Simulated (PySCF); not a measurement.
Run report: C2H9NOSi, NMR shielding calculation

C2H9NOSi, SMILES COC[SiH2]N, computed with GIAO PBE0/cc-pVDZ NMR shielding, non-relativistic, gas phase (PySCF 2.14.0).

The geometry comes from this level: PBE0-D3(BJ)/def2-SVP. Figures and captions count atoms from 1; the log counts them from 0 in places.

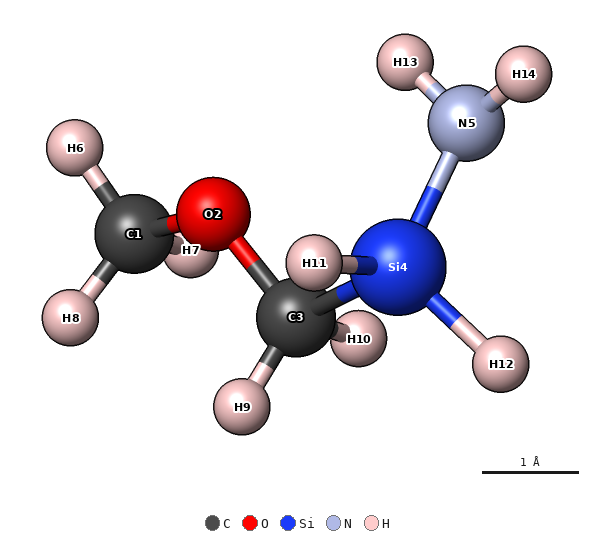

Fig. 1: The input geometry (ball-and-stick view, seen at a tilt; atoms are numbered from 1 in the order of the input). Bond lengths as drawn: C–H 1.10 to 1.11 Å, C–O 1.39 to 1.41 Å, C–Si 1.89 Å, H–N 1.01 to 1.02 Å, H–Si 1.50 Å and N–Si 1.73 Å.

Key numbers:

```csv
quantity,value
outcome,converged
total energy,−500.731566 hartree
HOMO,−6.97 eV
LUMO,1.28 eV
dipole moment,0.89 D
"isotropic shielding, C",135.4 to 135.9 ppm
"isotropic shielding, O",337.5 ppm
"isotropic shielding, Si",451.3 ppm
"isotropic shielding, N",273.2 ppm
"isotropic shielding, H",26.4 to 31.8 ppm
hardware,"1 CPU thread, shared host"
wall time,9.8 s
peak memory,0.66 GiB
```

Input:
```
{"job": {"kind": "nmr", "xc": "PBE0", "basis": "cc-pVDZ", "pop": true}, "charge": 0, "multiplicity": 1}
C     -2.227044     0.477035     0.126262
O     -0.859238     0.385990     0.376602
C     -0.248676    -0.738328    -0.206508
Si     1.596025    -0.615993     0.196777
N      2.069466     0.947834    -0.377677
H     -2.603250     1.388588     0.612644
H     -2.444540     0.540263    -0.958765
H     -2.779560    -0.393373     0.532962
H     -0.687167    -1.684658     0.175219
H     -0.392001    -0.743912    -1.307888
H      1.776904    -0.863893     1.667165
H      2.361323    -1.676885    -0.529451
H      1.408904     1.690349    -0.164874
H      3.021061     1.273151    -0.247729
```

The first line tells a small driver script what to run in PySCF; the rest is the geometry in Å.

Command:
```bash
OMP_NUM_THREADS=1 python <driver script> task.json out
```

The program's output:
```
coarse grid: 11528 points
cycle   1  E = -500.6455495482  dE =  3.590e-01  |g| = 6.066e-01  |ddm| = 6.336e+00
cycle   2  E = -500.5658073038  dE =  7.974e-02  |g| = 8.707e-01  |ddm| = 1.989e+00
cycle   3  E = -500.7210702964  dE = -1.553e-01  |g| = 5.981e-02  |ddm| = 1.153e+00
cycle   4  E = -500.7216590085  dE = -5.887e-04  |g| = 2.732e-02  |ddm| = 1.051e-01
cycle   5  E = -500.7218101178  dE = -1.511e-04  |g| = 7.304e-03  |ddm| = 4.689e-02
cycle   6  E = -500.7218210422  dE = -1.092e-05  |g| = 1.779e-03  |ddm| = 1.141e-02
cycle   7  E = -500.7218218041  dE = -7.619e-07  |g| = 3.274e-04  |ddm| = 3.516e-03
final grid: 104896 points
cycle   8  E = -500.7315441466  dE = -1.229e-05  |g| = 1.009e-02  |ddm| = 4.423e-02
cycle   9  E = -500.7315278474  dE =  1.630e-05  |g| = 1.368e-02  |ddm| = 3.248e-02
cycle  10  E = -500.7315658191  dE = -3.797e-05  |g| = 1.020e-03  |ddm| = 1.809e-02
cycle  11  E = -500.7315660679  dE = -2.488e-07  |g| = 1.171e-04  |ddm| = 1.802e-03
cycle  12  E = -500.7315660705  dE = -2.621e-09  |g| = 5.716e-05  |ddm| = 2.589e-04
cycle  13  E = -500.7315660712  dE = -7.152e-10  |g| = 1.709e-05  |ddm| = 1.057e-04
```

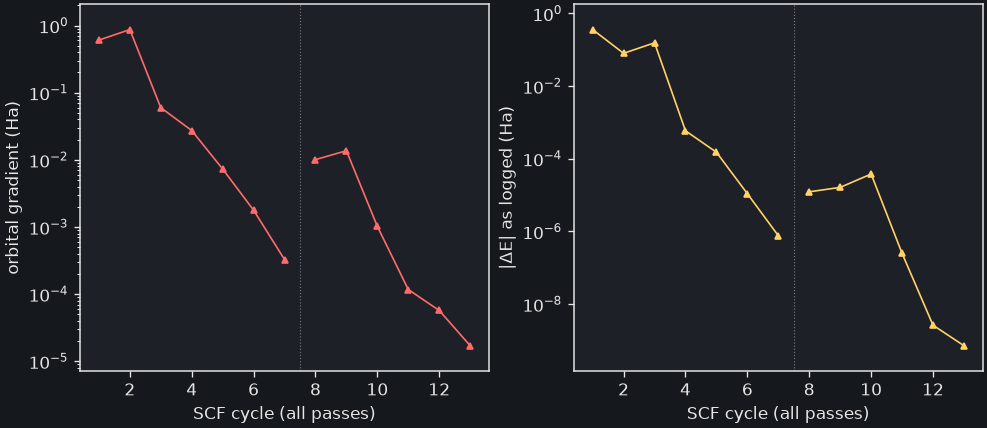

Fig. 2: Convergence of the self-consistent field: orbital gradient and size of the energy change against the SCF cycle. The dotted line marks the change from a coarse to the final integration grid. The first 7 cycles use a coarse grid, the final grid takes over at cycle 8, and the field converges after 13 cycles in all.

```
converged SCF energy = -500.7315660712

GIAO shielding tensors (ppm)
atom      isotropic    diamagn.    paramagn.     s11        s22        s33       span
  0 C      135.887     242.714    -106.827    106.100    107.511    194.051     87.951
  1 O      337.460     390.752     -53.293    329.020    334.514    348.845     19.824
  2 C      135.433     245.308    -109.875    105.378    114.213    186.707     81.329
  3 Si     451.276     883.783    -432.507    426.067    433.441    494.320     68.253
  4 N      273.241     307.657     -34.417    250.279    263.114    306.330     56.051
  5 H       27.777      28.958      -1.181     23.986     25.249     34.095     10.109
  6 H       28.358      29.527      -1.169     24.708     26.307     34.059      9.350
  7 H       28.310      28.947      -0.638     24.696     26.148     34.085      9.388
  8 H       28.365      30.785      -2.420     25.335     26.870     32.890      7.555
  9 H       28.173      31.474      -3.302     24.810     26.798     32.910      8.100
 10 H       26.390      29.992      -3.602     22.945     24.303     31.921      8.976
 11 H       26.812      29.206      -2.394     23.635     24.794     32.008      8.373
 12 H       31.280      31.783      -0.503     22.340     30.175     41.324     18.983
 13 H       31.837      28.639       3.197     24.262     27.366     43.882     19.621
```

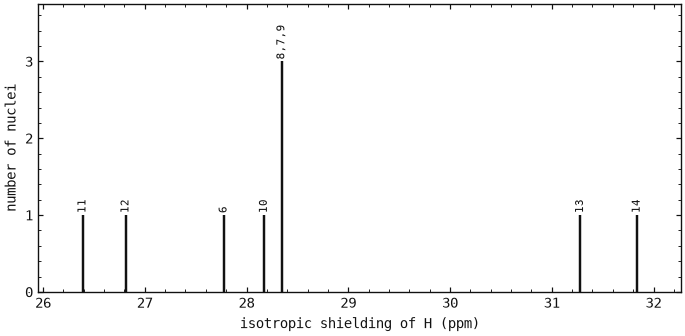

Fig. 3: Isotropic shieldings of the hydrogen nuclei in this fixed geometry, labelled by atom number; shielding grows to the right, so chemical shift grows to the left. The least shielded is H11 (26.4 ppm), the most shielded H14 (31.8 ppm).
